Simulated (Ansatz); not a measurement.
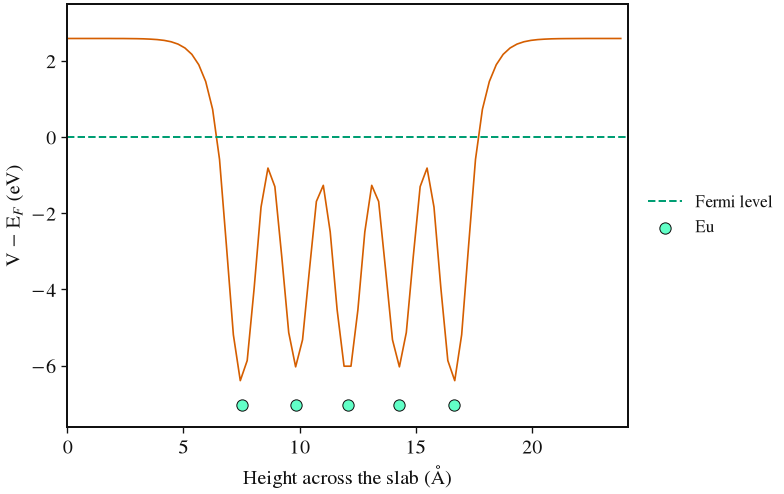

Plane-averaged electrostatic potential energy of an electron across the slab; circles at the bottom mark the heights of the atoms.

System: a (100) slab cut from Eu (Im-3m), 5 atoms in the cell.

```
Eu
1.0
     4.56493    0.00000    0.00000
     0.00000    4.56493    0.00000
     0.00000    0.00000   24.12986
Eu
5
Direct
  0.50000 0.50000 0.31082
  0.00000 0.00000 0.40774
  0.50000 0.50000 0.50000
  0.00000 0.00000 0.59226
  0.50000 0.50000 0.68918
```

Level of theory: DFT PBE+U, spin-orbit coupling, plane waves, PAW, Ueff = 6 eV on Eu f, 6×6×1 k mesh, Gaussian smearing of 0.1 eV; code Ansatz 0.2.0.

> Read off the work function of each face.

The work function is 2.58 eV, the same on both faces. The two vacuum levels agree, so the slab has no net dipole along its normal.

> How thick are slab and vacuum?

The outermost atoms are 9.1 Å apart, which leaves 15.0 Å of vacuum in a cell 24.1 Å high.

The run is magnetic, with a net spin moment of 37.7 μB a cell, so time reversal doesn't pair the spinor levels. The run may have settled in a state above the lowest, so this need not be the ground state.
